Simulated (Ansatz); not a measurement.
Molecule (SMILES): [PH2] (PH2), doublet.
Atoms: P1, H2, H3. Bonds: P1-H2, P1-H3.

Basis-set convergence of the lowest harmonic wavenumber at HF with Ansatz (a program for electronic structure). Each level at its own minimum, finite differences of forces, unscaled; the reference is a large set that could be run, not a limit. Cartesian d functions, on some or all atoms, in 6-311+G**; all else is spherical. The program fits the integrals of some runs and decomposes those of others, by size. Core-valence sets carry the plain set on hydrogen. Open shells are unrestricted. No added dispersion term, no relativity. Reference: the value in def2-QZVPPD, 1221 cm⁻¹. Deviations are taken from unrounded values.

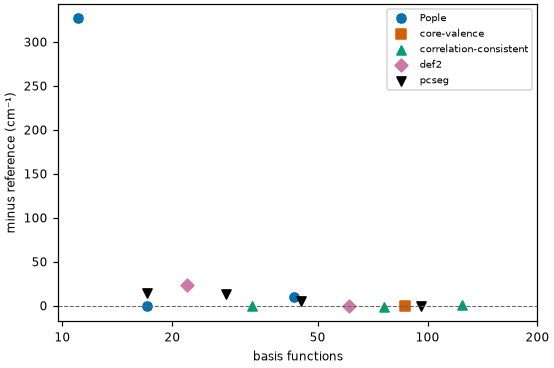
Figure: Deviation from the reference against the number of basis functions, by family of sets.

```tsv
basis	functions	lowest harmonic wavenumber (cm⁻¹)	minus reference (cm⁻¹)
STO-3G	11	1548	327
3-21G	17	1221	0
pcseg-0	17	1235	14
def2-SV(P)	22	1245	23
pcseg-1	28	1234	13
cc-pV(D+d)Z	33	1221	-1
6-311+G**	43	1231	9
aug-pcseg-1	45	1227	5
def2-TZVPD	61	1221	-1
jun-cc-pV(T+d)Z	76	1220	-2
cc-pCVTZ	87	1222	0
aug-pcseg-2	96	1221	-1
cc-pV(Q+d)Z	124	1222	0
```
